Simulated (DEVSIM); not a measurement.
System: Co/Si3N4/n-GaAs capacitor, at 300 K.

| layer (left to right) | material | thickness (nm) | Nd (cm⁻³) |
|---|---|---|---|
| 1 | Si3N4 | 12.0 | - |
| 2 | GaAs | 15000 | 1.9e15 |

Metal gate on the left, work function 5 eV. Fixed charge at the semiconductor interface -2.7e10 cm⁻² (in units of +e); no interface traps.

The device is made up for the run: typed textbook-type constants, with dimensions and the other settings drawn at random. Values at 300 K.

```
parameter      Si3N4    GaAs
-------------  -----  ------
gap (eV)         5.1   1.424
affinity (eV)    2.1    4.07
permittivity     7.5    12.9
Nc (cm⁻³)          -  4.7e17
Nv (cm⁻³)          -    9e18
```

Model (solved in DEVSIM): 1D Poisson equation in equilibrium, Boltzmann statistics, complete ionisation; no quantum confinement or tunnelling. Metal contacts follow the ideal Schottky-Mott rule: no Fermi-level pinning, no interface dipoles.

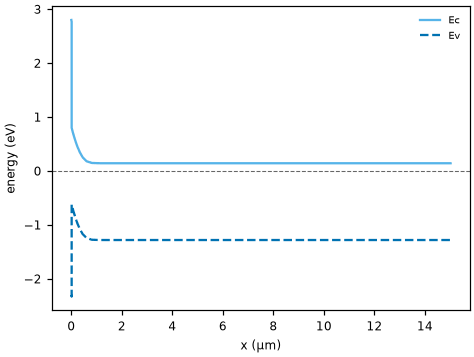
Figure: Band edges at 0.1 V on the gate

Energies count from the Fermi level of the right contact; mesh points crowd at the junctions.

| x (μm) | Ec (eV) | Ev (eV) | n (cm⁻³) | p (cm⁻³) | field (V/cm) |
|---|---|---|---|---|---|
| 0.000 | 2.800 | -2.300 | < 1e2 | < 1e2 | -25000 |
| 0.001657 | 2.796 | -2.304 | < 1e2 | < 1e2 | -25000 |
| 0.005206 | 2.787 | -2.313 | < 1e2 | < 1e2 | -25000 |
| 0.009356 | 2.777 | -2.323 | < 1e2 | < 1e2 | -25000 |
| 0.01199 | 2.770 | -2.330 | < 1e2 | < 1e2 | -20000 |
| 0.01364 | 0.797 | -0.627 | 19000 | 2.6e8 | -18000 |
| 0.01808 | 0.789 | -0.635 | 26000 | 1.9e8 | -18000 |
| 0.03620 | 0.756 | -0.668 | 93000 | 5.5e7 | -18000 |
| 0.07635 | 0.687 | -0.737 | 1300000 | 3800000 | -17000 |
| 0.1801 | 0.529 | -0.895 | 6.1e8 | 8400 | -14000 |
| 0.4481 | 0.253 | -1.171 | 2.6e13 | < 1e2 | -6700 |
| 1.543 | 0.142 | -1.282 | 1.9e15 | < 1e2 | ≈ 0 |
| 3.970 | 0.142 | -1.282 | 1.9e15 | < 1e2 | ≈ 0 |
| 9.484 | 0.142 | -1.282 | 1.9e15 | < 1e2 | ≈ 0 |
| 13.44 | 0.142 | -1.282 | 1.9e15 | < 1e2 | ≈ 0 |
| 14.38 | 0.142 | -1.282 | 1.9e15 | < 1e2 | ≈ 0 |
| 14.77 | 0.142 | -1.282 | 1.9e15 | < 1e2 | ≈ 0 |
| 14.92 | 0.142 | -1.282 | 1.9e15 | < 1e2 | ≈ 0 |
| 14.99 | 0.142 | -1.282 | 1.9e15 | < 1e2 | ≈ 0 |
| 15.00 | 0.142 | -1.282 | 1.9e15 | < 1e2 | ≈ 0 |
| 15.01 | 0.142 | -1.282 | 1.9e15 | < 1e2 | ≈ 0 |
| 15.01 | 0.142 | -1.282 | 1.9e15 | < 1e2 | ≈ 0 |
